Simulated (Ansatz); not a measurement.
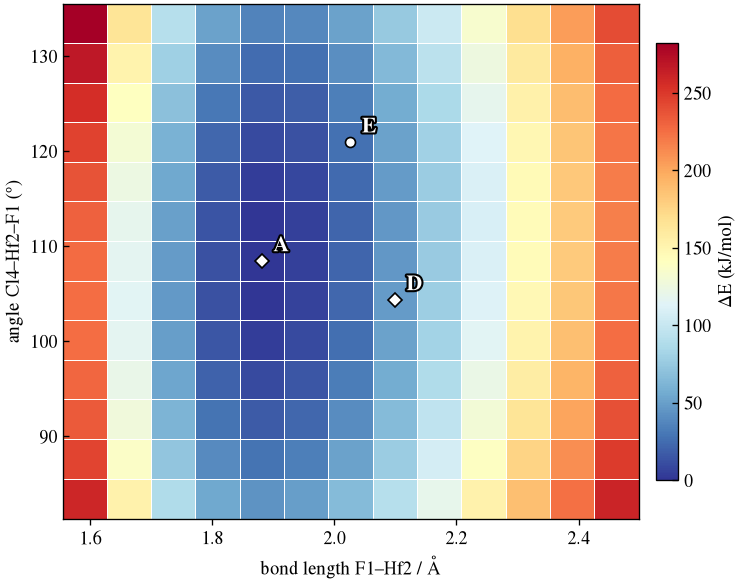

BrCl2FHf, SMILES [F][Hf]([Cl])([Cl])[Br]. First axis: bond length F1–Hf2. Second axis: angle Cl4–Hf2–F1. Nothing is relaxed (all other coordinates rigid). The grid has 13 × 13 points. Points are written as (first, second). Energies: kJ/mol, counted from the lowest grid point. Computed with RHF/def2-SVP in Ansatz 0.2.0.

Drawn: one coloured cell a grid point, lettered points.

> What kind of point is each of A, D, E: minimum, saddle, maximum or slope?

A: minimum; D: on a slope; E: on a slope. (In these two coordinates alone; a stationary point may lie a little off the grid point.)

> Rank the lettered points by energy, lowest first.

A (0 kJ/mol), E (27 kJ/mol), D (48 kJ/mol).
